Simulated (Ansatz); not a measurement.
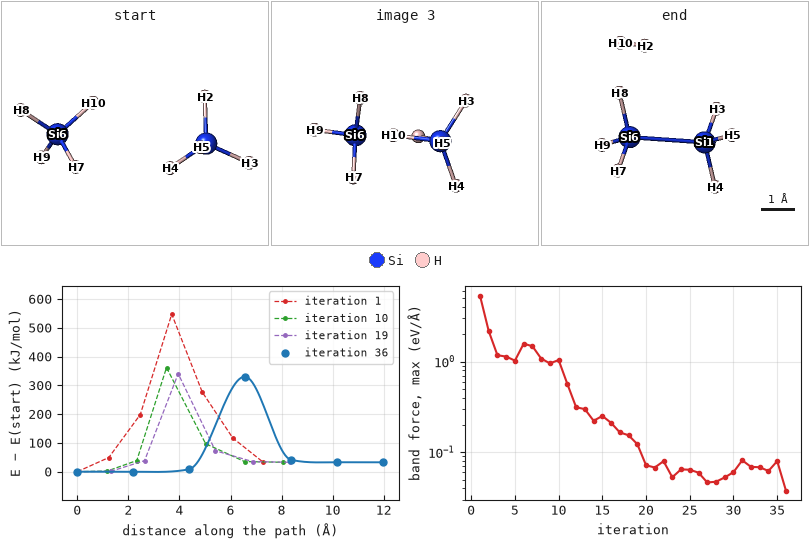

NEB run on Si$_{2}$H$_{8}$, made up at the start of SiH4 and SiH4. Images are numbered from 0 (start) to 6 (end). The plot follows the band through its iterations. Style: ball-and-stick. Shown at a tilt.

All numbers below come from RKS B3LYP/def2-SVP in Ansatz 0.2.0. Set-up: 5 movable images; climbing image; force threshold 0.05 eV/Å; iteration limit 60; starting path through a guess of the saddle point.

Did the band converge, and can the barrier be trusted?

The result is final at these settings. The band converged in 36 iterations. The largest component of the band force went from 5.3 to 0.038 eV/Å. The climbing image converged on the top of the path. Its vibrational analysis gives one imaginary mode (1675i cm⁻¹), as a transition state must have. The first iteration put the highest image at 547.4 kJ/mol. Forward barrier 330.3 kJ/mol, backward barrier 297.7 kJ/mol, with image 3 at the top; the reaction energy is +32.6 kJ/mol.

Limits of the set-up: the start holds two separate molecules, 3.4 Å apart at their closest, whose relative position is a soft coordinate and is computed without a dispersion correction.
